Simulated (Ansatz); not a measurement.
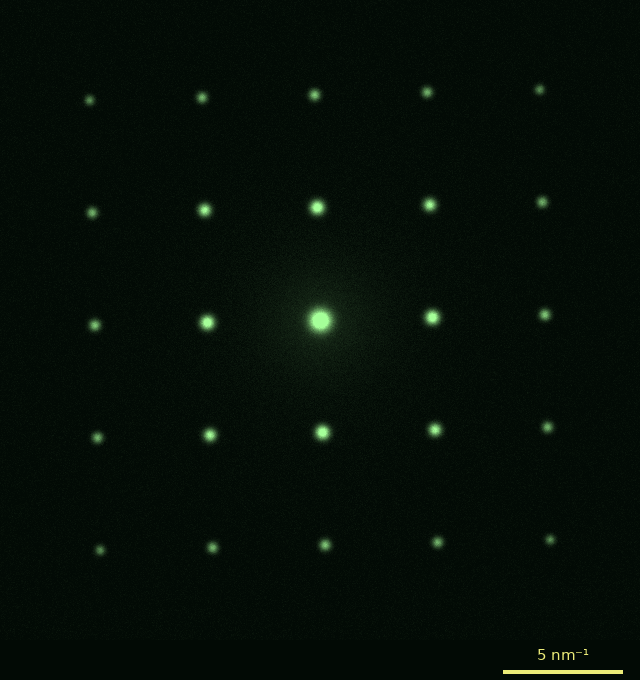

Simulated selected-area electron diffraction pattern (300 kV, kinematic approximation, thin crystal, B = 0.8 Å² for all atoms).

Phase: Ag, space group Fm-3m (No. 225), a = 4.21 Å. Structure: the input geometry of an electronic-structure calculation (not necessarily at equilibrium).

| atom | site | symmetry | x | y | z |
| --- | --- | --- | --- | --- | --- |
| Ag | 4a | m-3m | 0.0000 | 0.0000 | 0.0000 |

Question: Determine the zone axis from the geometry of the pattern.

Answer: The spots form a square net with both shortest vectors at d = 2.11 Å, 90.0° apart. They index as 2 0 0 and 0 2 0, so the zone axis is [001] (or an equivalent direction of <001>).

Question: Which reflections of this zone are missing, and why?

Answer: The lattice centring (F) removes all reflections that break h + k = 2n, h + l = 2n.
